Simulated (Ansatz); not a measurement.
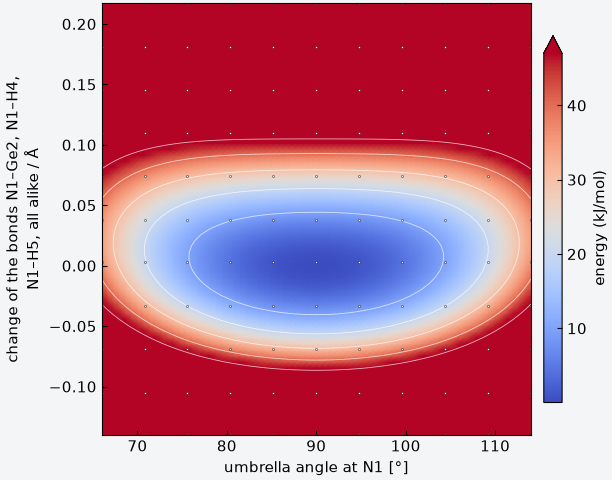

BrGeH2N, SMILES [NH2][Ge][Br]. Coordinates scanned: (1) umbrella angle at N1 (between each of its bonds and their common axis; 90 is planar); (2) change of the bonds N1–Ge2, N1–H4, N1–H5, all alike. Nothing is relaxed (all other coordinates rigid). The scan uses an 11 × 11 grid; 66 points were computed and 55 follow by symmetry. Points are written as (first, second). All energies are given in kJ/mol relative to the relaxed molecule at the same level. The calculation used Ansatz, RHF-MP2, frozen core/def2-TZVP.

The picture shows a smooth colour map with a few white contour lines, dots at the grid points, one colour for all values above the top of the scale. Between grid points the surface is interpolated.

**Estimate the position of the minimum and the force constants in these coordinates.**

The interpolated minimum is at the first coordinate ≈ 90.0°, the second coordinate ≈ 0.000 Å. The curvatures there are about 2.9 eV/rad² and 115 eV/Å², with a cross term of about 0 eV/(rad·Å). Round the minimum the two coordinates are nearly uncoupled. (1 eV is 96.5 kJ/mol.)
